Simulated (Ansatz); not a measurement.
# B3LYP/6-31G(d) (Cartesian functions) run of ClH3Si (chlorosilane)

Aim: the vertical singlet–triplet gap of ClH3Si (chlorosilane) at B3LYP/6-31G* (Cartesian functions), from 2 runs. 

The calculation is run with Ansatz 0.2.0.

### Step 1. The molecule

ClH3Si has 5 atoms, charge 0, and is taken as a singlet. SMILES: `[SiH3]Cl`. Geometry: relaxed at PBE0-D4/def2-TZVP.

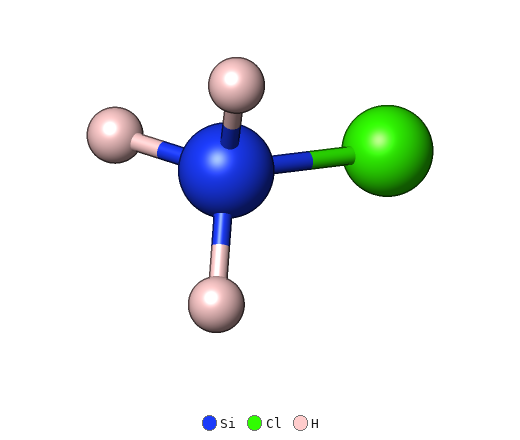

Viewed from a chosen angle; silicon blue, chlorine green, hydrogen pink.

### Step 2. A single-point energy at B3LYP/6-31G(d) (Cartesian functions)

Contents of job.yaml:

```yaml
crystal:
  periodic: [false, false, false]
  atoms:
    - {symbol: Si, position_ang: [-0.112000, 0.018600, -0.030900]}
    - {symbol: Cl, position_ang: [1.838300, -0.513500, 0.329900]}
    - {symbol: H, position_ang: [-0.950900, -0.488300, 1.079100]}
    - {symbol: H, position_ang: [-0.534700, -0.585700, -1.314900]}
    - {symbol: H, position_ang: [-0.190800, 1.495400, -0.104700]}
basis:
  gaussian:
    orbitals: "6-31G*"
total_charge: 0
magnetization:
  spin_polarized: false
hamiltonian:
  xc: {name: B3LYP}
accuracy: high
output:
  orbitals: {seedname: orbitals}
```

Started as:

```console
ansatz run job.yaml --threads 1 --pin off --max-ram 2610MiB --events-out events.jsonl --progress --plain --runs-dir runs
```

What it wrote:

```text
Warning: RAYON_NUM_THREADS=1 ignored (pool sized by the plan → 1); use --threads N
Functional definition: B3LYP
  name "B3LYP"
  parameter a0 = 0.2
  parameter ax = 0.72
  parameter ac = 0.81
  exchange = (1 - a0 - ax)*slater_x + ax*b88_x + a0*exact_x
  correlation = (1 - ac)*vwn_rpa_c + ac*lyp_c
878 factors; integrals over basis functions are off by at most 3.8e-9 eV
mean field evaluation 1: about -20449.7873 eV, gradient 1.0e1 eV
mean field evaluation 2: about -20449.9619 eV, gradient 7.8e0 eV
mean field evaluation 4: about -20450.1151 eV, gradient 2.8e-1 eV
mean field evaluation 8: about -20450.1958 eV, gradient 1.6e-3 eV
mean field evaluation 16: about -20450.1958 eV, gradient 1.6e-7 eV
mean field -20450.19579277 eV, -751.5308337436 hartree, gradient 4.6e-8 eV, S^2 0.000000; 0 other end points of the search recorded, 0 dependent functions left out
reference -20450.19582677 eV, -751.5308349931 hartree; 17, 17 occupied and 27, 27 virtual orbitals, 878 factors
Total energy: -20450.19582677 eV, -751.5308349931 hartree
```

Wall time 1.3 s (1 thread of AMD EPYC 9R45 (Zen 5), shared host); peak memory 0.13 GiB.

### Step 3. The triplet at the same level

Contents of job.yaml:

```yaml
crystal:
  periodic: [false, false, false]
  atoms:
    - symbol: Si
      position_ang: [-0.112000, 0.018600, -0.030900]
    - symbol: Cl
      position_ang: [1.838300, -0.513500, 0.329900]
    - symbol: H
      position_ang: [-0.950900, -0.488300, 1.079100]
    - symbol: H
      position_ang: [-0.534700, -0.585700, -1.314900]
    - symbol: H
      position_ang: [-0.190800, 1.495400, -0.104700]
basis:
  gaussian: {orbitals: "6-31G*"}
hamiltonian: {xc: {name: B3LYP}}
accuracy: high
output: {orbitals: {seedname: orbitals}}
magnetization: {spin_polarized: true, initial_magnetization: 2}
```

Started as:

```console
ansatz run job.yaml --threads 1 --pin off --max-ram 2610MiB --events-out events.jsonl --progress --plain --runs-dir runs
```

What it wrote:

```text
Warning: RAYON_NUM_THREADS=1 ignored (pool sized by the plan → 1); use --threads N
Functional definition: B3LYP
  name "B3LYP"
  parameter a0 = 0.2
  parameter ax = 0.72
  parameter ac = 0.81
  exchange = (1 - a0 - ax)*slater_x + ax*b88_x + a0*exact_x
  correlation = (1 - ac)*vwn_rpa_c + ac*lyp_c
878 factors; integrals over basis functions are off by at most 3.8e-9 eV
mean field evaluation 1: about -20442.0168 eV, gradient 9.8e0 eV
mean field evaluation 2: about -20439.9710 eV, gradient 1.9e1 eV
mean field evaluation 4: about -20442.9916 eV, gradient 6.5e-1 eV
mean field evaluation 8: about -20443.1026 eV, gradient 2.2e-1 eV
mean field evaluation 16: about -20443.1028 eV, gradient 1.9e-2 eV
mean field evaluation 32: about -20443.1060 eV, gradient 1.6e-8 eV
mean field evaluation 64: about -20443.1059 eV, gradient 2.5e-4 eV
mean field -20443.10603269 eV, -751.2702898665 hartree, gradient 1.9e-8 eV, S^2 2.003861; 3 other end points of the search recorded, 0 dependent functions left out
reference -20443.10606753 eV, -751.2702911467 hartree; 18, 16 occupied and 26, 28 virtual orbitals, 878 factors
Total energy: -20443.10606753 eV, -751.2702911467 hartree
```

It took 7.8 s on 1 thread of AMD EPYC 9R45 (Zen 5), shared host; peak memory 0.19 GiB.

### Step 4. What came out

At B3LYP/6-31G* (Cartesian functions):

```
                                        quantity          value
                           singlet: total energy  -751.53083 Eh
                            singlet: HOMO energy       -8.66 eV
                            singlet: LUMO energy       -0.25 eV
                          singlet: HOMO–LUMO gap        8.42 eV
                           triplet: total energy  -751.27029 Eh
     triplet: HOMO energy (highest over α and β)       -2.06 eV
                                   triplet: ⟨S²⟩          2.004
vertical energy of the triplet above the singlet       7.090 eV
```

**Reading.** At this shape the triplet lies 7.09 eV (684 kJ/mol) above the singlet.
